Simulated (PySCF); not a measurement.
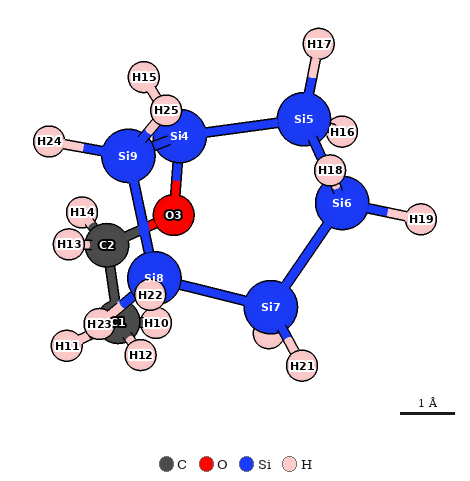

Figure 1. The structure (ball-and-stick view, seen at a tilt; atoms are numbered from 1 in the order of the input). Bond lengths as drawn: C–C 1.51 Å, C–H 1.10 to 1.11 Å, C–O 1.41 Å, H–Si 1.49 to 1.50 Å, O–Si 1.68 Å and Si–Si 2.34 to 2.36 Å.

# C₂H₁₆OSi₆: a changed input and its effect

System: C₂H₁₆OSi₆, SMILES CCO[SiH]1[SiH2][SiH2][SiH2][SiH2][SiH2]1.
Method of run 1: GIAO mPW1PW91/pcSseg-1 NMR shielding, non-relativistic, gas phase (PySCF 2.14.0).

The geometry comes from this level: PBE0-D3(BJ)/def2-SVP. Text and figures count atoms from 1; the logs count them from 0 in places.

## Input file, run 1
```
{"job": {"kind": "nmr", "xc": "mPW1PW91", "basis": "pcSseg-1", "pop": false}, "charge": 0, "multiplicity": 1}
C     -2.757990    -0.984201    -1.227537
C     -2.451249    -0.113606    -0.033779
O     -1.341315     0.708509    -0.320586
Si    -0.559245     1.606504     0.868285
Si     1.149244     2.709940    -0.291945
Si     2.756121     1.088703    -0.855565
Si     1.682864    -0.969904    -1.207715
Si     0.923456    -1.757450     0.878091
Si     0.437998     0.041751     2.317977
H     -2.957705    -0.361529    -2.112099
H     -3.640168    -1.612642    -1.034015
H     -1.905201    -1.640185    -1.456662
H     -2.245247    -0.746618     0.854123
H     -3.326891     0.513448     0.221855
H     -1.524769     2.532139     1.548923
H      0.590423     3.351428    -1.523281
H      1.756380     3.769503     0.575455
H      3.683263     0.930306     0.311720
H      3.563127     1.513522    -2.042725
H      0.548061    -0.799259    -2.163540
H      2.649675    -1.956990    -1.787702
H      1.979158    -2.636815     1.474650
H     -0.312180    -2.585281     0.694303
H     -0.419467    -0.396056     3.464841
H      1.716955     0.599187     2.864541
```

The first line tells a small driver script what to run in PySCF; the rest is the geometry in Å.

Hardware: 1 CPU thread, shared host.

## Output (run 1)
```
coarse grid: 22928 points
cycle   1  E = -1897.8741332086  dE =  2.452e-01  |g| = 6.887e-01  |ddm| = 4.474e+00
cycle   2  E = -1897.6815783503  dE =  1.926e-01  |g| = 1.205e+00  |ddm| = 2.129e+00
cycle   3  E = -1897.9631906848  dE = -2.816e-01  |g| = 1.069e-01  |ddm| = 1.669e+00
cycle   4  E = -1897.9652198256  dE = -2.029e-03  |g| = 4.446e-02  |ddm| = 1.479e-01
cycle   5  E = -1897.9657181013  dE = -4.983e-04  |g| = 6.395e-03  |ddm| = 5.078e-02
cycle   6  E = -1897.9657276419  dE = -9.541e-06  |g| = 1.657e-03  |ddm| = 1.027e-02
final grid: 191136 points
cycle   7  E = -1898.0196809960  dE = -2.811e-05  |g| = 7.646e-03  |ddm| = 2.904e-02
cycle   8  E = -1898.0196685807  dE =  1.242e-05  |g| = 1.127e-02  |ddm| = 1.400e-02
cycle   9  E = -1898.0196922376  dE = -2.366e-05  |g| = 1.126e-03  |ddm| = 9.299e-03
cycle  10  E = -1898.0196925252  dE = -2.876e-07  |g| = 1.738e-04  |ddm| = 1.451e-03
cycle  11  E = -1898.0196925320  dE = -6.830e-09  |g| = 2.910e-05  |ddm| = 2.066e-04
cycle  12  E = -1898.0196925322  dE = -2.215e-10  |g| = 1.192e-05  |ddm| = 7.260e-05
converged SCF energy = -1898.0196925322

GIAO shielding tensors (ppm)
atom      isotropic    diamagn.    paramagn.     s11        s22        s33       span
  0 C      163.483     246.761     -83.279    146.456    162.623    181.368     34.912
  1 C      117.398     243.866    -126.468     86.870    100.262    165.063     78.193
  2 O      305.326     404.813     -99.487    280.477    305.152    330.348     49.871
  3 Si     355.241     881.275    -526.035    261.662    323.944    480.116    218.453
  4 Si     461.960     881.925    -419.965    455.394    460.370    470.116     14.722
  5 Si     468.976     881.926    -412.950    460.076    469.784    477.067     16.991
  6 Si     462.981     881.885    -418.904    449.464    460.284    479.195     29.731
  7 Si     464.042     882.135    -418.094    461.619    462.842    467.663      6.043
  8 Si     465.921     883.109    -417.187    455.928    465.547    476.289     20.361
  9 H       29.907      28.665       1.241     26.310     27.819     35.591      9.281
 10 H       30.428      26.886       3.541     26.474     26.851     37.958     11.484
 11 H       29.832      31.591      -1.759     25.153     30.609     33.733      8.580
 12 H       28.114      32.317      -4.203     24.249     28.632     31.459      7.210
 13 H       27.782      28.436      -0.654     22.580     27.094     33.672     11.092
 14 H       25.663      29.346      -3.682     22.547     23.659     30.784      8.237
 15 H       27.677      29.520      -1.844     24.225     24.968     33.836      9.611
 16 H       27.908      29.246      -1.338     24.407     24.986     34.331      9.924
 17 H       27.802      30.655      -2.853     24.485     26.099     32.823      8.339
 18 H       27.656      29.357      -1.702     23.564     24.752     34.651     11.087
 19 H       27.599      31.133      -3.535     23.861     26.731     32.204      8.344
 20 H       27.614      29.698      -2.084     23.568     24.684     34.591     11.023
 21 H       27.633      29.901      -2.268     23.789     24.802     34.309     10.520
 22 H       27.747      31.064      -3.318     24.214     26.075     32.951      8.738
 23 H       27.525      30.486      -2.960     24.094     24.489     33.994      9.900
 24 H       27.933      31.350      -3.417     24.344     26.423     33.032      8.689
```

Run 2 used a changed input.

## The two runs side by side

```csv
quantity,run 1,run 2
outcome,converged,converged
total energy (hartree),−1898.019693,−1897.072251
HOMO (eV),−7.44,−7.41
LUMO (eV),−0.87,−0.88
dipole moment (D),1.24,1.23
shielding of C1 (ppm),163.5,164.4
shielding of Si4 (ppm),355.2,356.9
shielding of Si5 (ppm),462.0,465.2
shielding of Si6 (ppm),469.0,472.3
shielding of Si7 (ppm),463.0,466.1
shielding of Si8 (ppm),464.0,467.1
shielding of Si9 (ppm),465.9,469.2
SCF iterations,12,13
basis functions,275,275
wall time (shared host),2.5 min,2.7 min
```

What was changed in the input?

The change (lines with − go, lines with + come):
```diff
-"xc": "mPW1PW91"
+"xc": "PBE0"
-"pop": false
```

The total energies belong to different methods, so their difference says nothing on which is more stable or more accurate. Of all shieldings, the largest change is that of Si6, by +3.3 ppm. The functional changes from mPW1PW91 to PBE0. The SCF takes 13 iterations against 12.

## Output (run 2)
```
coarse grid: 22928 points
cycle   1  E = -1896.9262189591  dE =  2.475e-01  |g| = 6.758e-01  |ddm| = 4.479e+00
cycle   2  E = -1896.7427983760  dE =  1.834e-01  |g| = 1.178e+00  |ddm| = 2.100e+00
cycle   3  E = -1897.0118416431  dE = -2.690e-01  |g| = 1.076e-01  |ddm| = 1.643e+00
cycle   4  E = -1897.0138842551  dE = -2.043e-03  |g| = 4.298e-02  |ddm| = 1.452e-01
cycle   5  E = -1897.0143469820  dE = -4.627e-04  |g| = 6.706e-03  |ddm| = 4.933e-02
cycle   6  E = -1897.0143573651  dE = -1.038e-05  |g| = 1.637e-03  |ddm| = 1.033e-02
cycle   7  E = -1897.0143581673  dE = -8.022e-07  |g| = 3.652e-04  |ddm| = 3.006e-03
final grid: 191136 points
cycle   8  E = -1897.0722343620  dE = -2.537e-05  |g| = 9.687e-03  |ddm| = 2.852e-02
cycle   9  E = -1897.0722146494  dE =  1.971e-05  |g| = 1.422e-02  |ddm| = 1.688e-02
cycle  10  E = -1897.0722509235  dE = -3.627e-05  |g| = 1.489e-03  |ddm| = 1.160e-02
cycle  11  E = -1897.0722513863  dE = -4.628e-07  |g| = 2.914e-04  |ddm| = 1.996e-03
cycle  12  E = -1897.0722514079  dE = -2.156e-08  |g| = 3.183e-05  |ddm| = 3.780e-04
cycle  13  E = -1897.0722514081  dE = -2.101e-10  |g| = 1.385e-05  |ddm| = 6.695e-05
converged SCF energy = -1897.0722514081

GIAO shielding tensors (ppm)
atom      isotropic    diamagn.    paramagn.     s11        s22        s33       span
  0 C      164.431     246.799     -82.368    147.217    163.576    182.500     35.283
  1 C      118.163     243.671    -125.508     87.536    100.944    166.008     78.472
  2 O      305.420     404.398     -98.978    280.341    305.560    330.358     50.017
  3 Si     356.881     881.025    -524.144    262.446    324.622    483.575    221.130
  4 Si     465.154     881.793    -416.638    458.203    463.601    473.659     15.456
  5 Si     472.322     881.777    -409.455    463.314    472.980    480.672     17.358
  6 Si     466.069     881.678    -415.609    452.275    463.253    482.680     30.406
  7 Si     467.133     881.933    -414.799    464.870    466.027    470.503      5.634
  8 Si     469.160     882.933    -413.774    458.932    468.984    479.563     20.632
  9 H       29.853      28.598       1.255     26.238     27.746     35.574      9.336
 10 H       30.372      26.865       3.508     26.391     26.775     37.950     11.560
 11 H       29.785      31.467      -1.683     25.074     30.553     33.727      8.653
 12 H       28.052      32.163      -4.111     24.185     28.577     31.393      7.208
 13 H       27.719      28.368      -0.649     22.501     27.028     33.629     11.128
 14 H       25.553      29.236      -3.683     22.443     23.535     30.682      8.239
 15 H       27.593      29.416      -1.823     24.119     24.864     33.796      9.677
 16 H       27.826      29.188      -1.361     24.295     24.895     34.289      9.993
 17 H       27.717      30.563      -2.846     24.387     25.996     32.768      8.381
 18 H       27.573      29.306      -1.733     23.451     24.658     34.610     11.159
 19 H       27.516      30.940      -3.424     23.763     26.631     32.154      8.391
 20 H       27.530      29.621      -2.091     23.458     24.585     34.546     11.088
 21 H       27.547      29.818      -2.271     23.675     24.708     34.260     10.585
 22 H       27.665      30.899      -3.235     24.121     25.963     32.911      8.790
 23 H       27.442      30.399      -2.957     23.992     24.389     33.944      9.952
 24 H       27.853      31.258      -3.405     24.252     26.329     32.979      8.727
```
